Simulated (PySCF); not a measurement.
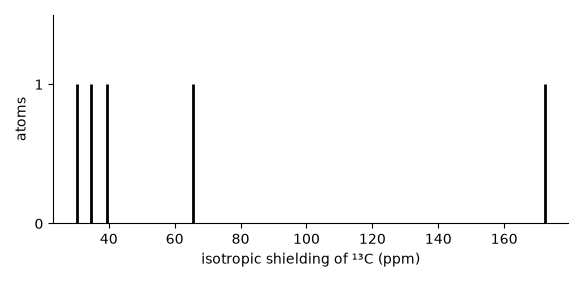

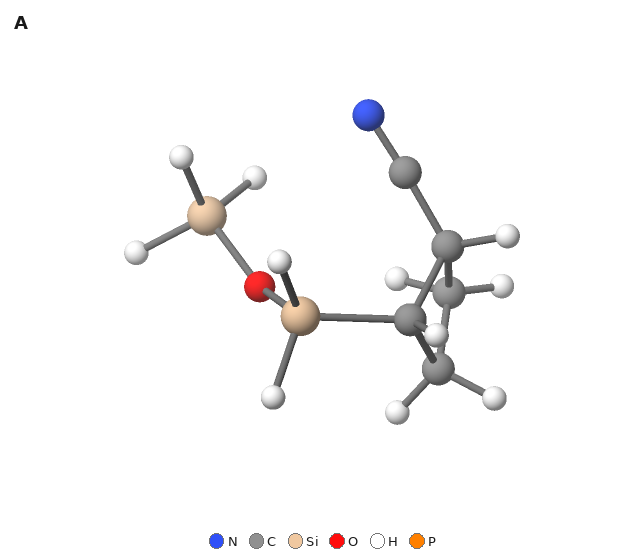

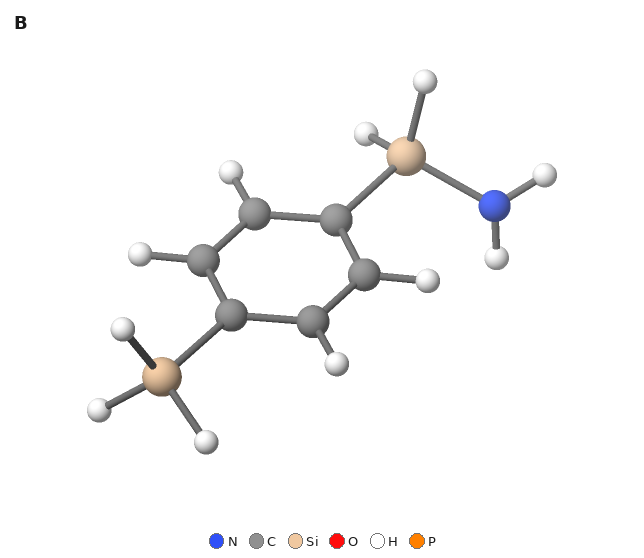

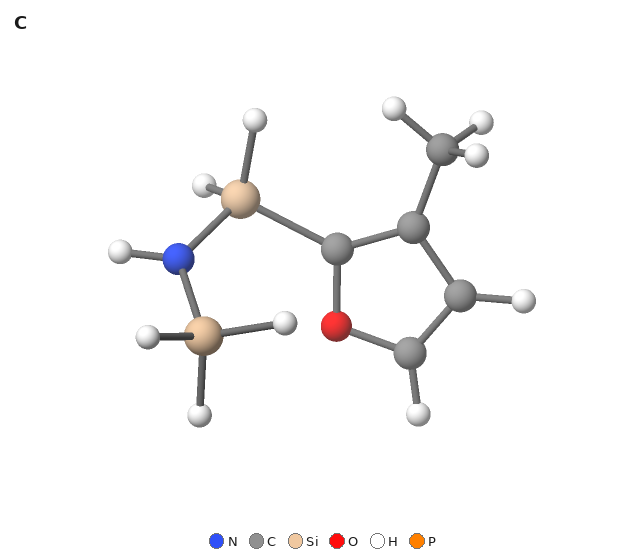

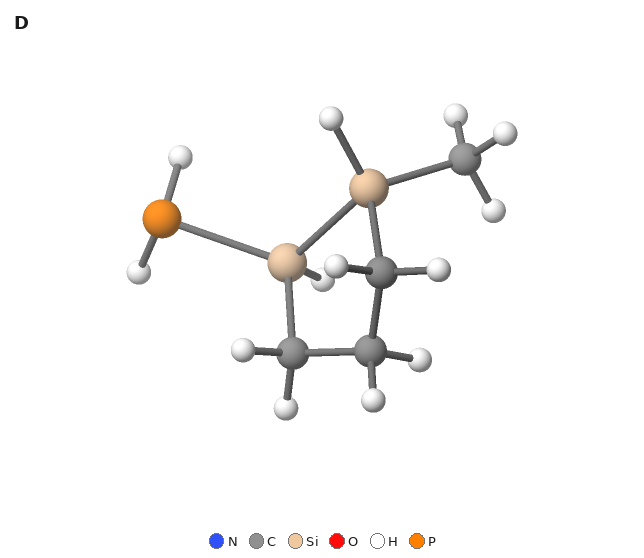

The sticks are computed shieldings of one of the molecules, for one fixed geometry (PBE0-D3(BJ)/def2-SVP) without averaging over rotations. Low shielding means a high chemical shift. Method: GIAO PBE0/pcSseg-1 NMR shielding, non-relativistic, IEF-PCM dimethylsulfoxide (PySCF 2.14.0).

Match the spectrum to a structure.

C, `Cc1ccoc1[SiH2]N[SiH3]`. Its 5 C atoms give lines at 30.2, 34.7, 39.5, 65.6, 172.2 ppm.
